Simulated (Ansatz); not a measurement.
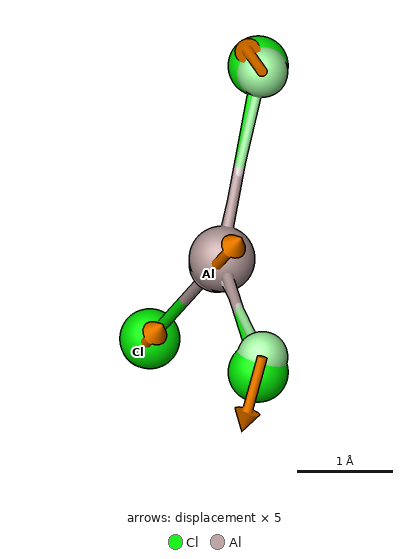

This is a relaxation of AlCl₃. The starting structure is drawn faded, the final one solid; orange arrows show the displacements, magnified 5 times. The two geometries are superimposed by the best rigid fit.

Style: ball-and-stick. Shown from a free direction.

Computed with RKS PBE0-D4/def2-TZVP (Ansatz 0.2.0). (force threshold 0.005 eV/Å; at most 200 steps)

### Describe the change and its energy.

After 4 geometry steps the energy has fallen by 0.174 eV. The largest force component goes from 1.8 to 0.0016 eV/Å. The largest moves after the best rigid fit, 0.17 Å, are those of Cl atoms. Largest moves by element: Cl 0.17 Å, Al 0.14 Å. Near-neighbour distances that change, for instance: Al–Cl 2.024 → 2.069 Å, Al–Cl 2.112 → 2.069 Å. Among the angles between lasting bonds that change: Cl–Al–Cl 104.3° → 120.0°, Cl–Al–Cl 127.9° → 120.0°.
